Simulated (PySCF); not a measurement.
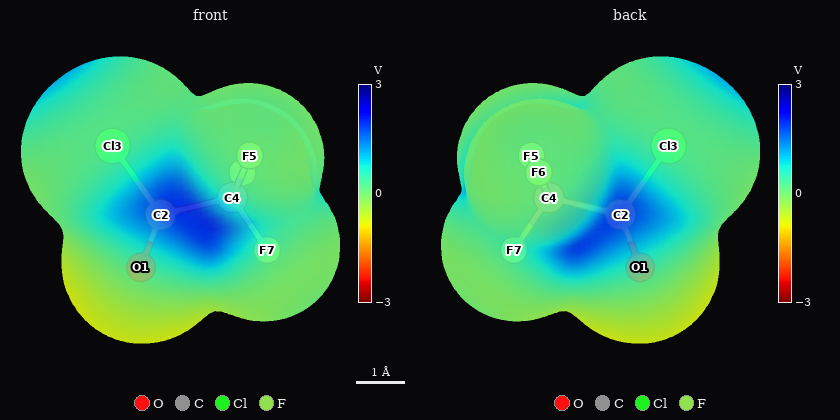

Figure 1: C₂ClF₃O (CF3C(O)Cl). The electrostatic potential painted on the density surface at 0.002 e/bohr³, seen from the front and from behind; the colour scale runs from red (negative) to blue (positive).

Geometry: PBE0-D3(BJ)/def2-SVP.

All numbers below come from PySCF, CAM-B3LYP/def2-SVPD, SCF density, gas phase.

Input file:

```
{"job": {"kind": "uv", "xc": "CAM-B3LYP", "basis": "def2-SVPD", "dynamic": true, "nstates": 6, "ntriplets": 0}, "charge": 0, "multiplicity": 1}
O      1.331203     1.266314    -0.432580
C      0.862509     0.270439    -0.010008
Cl     1.780117    -1.021059     0.731269
C     -0.646646    -0.061673    -0.066672
F     -1.096824    -0.384635     1.136671
F     -0.843471    -1.086617    -0.886347
F     -1.313516     0.985038    -0.513423
```

Run with:

```sh
OMP_NUM_THREADS=1 python probes_run.py task.json out
```

Question: Describe the electrostatic potential map.

Answer: The most negative region (about −0.8 V) lies over O1, the most positive (about +2.1 V) over the π face of C2 and C4. Cl3 shows a σ-hole: about +1.1 V at the tip opposite its bond, against about +0.1 V on its flanks.
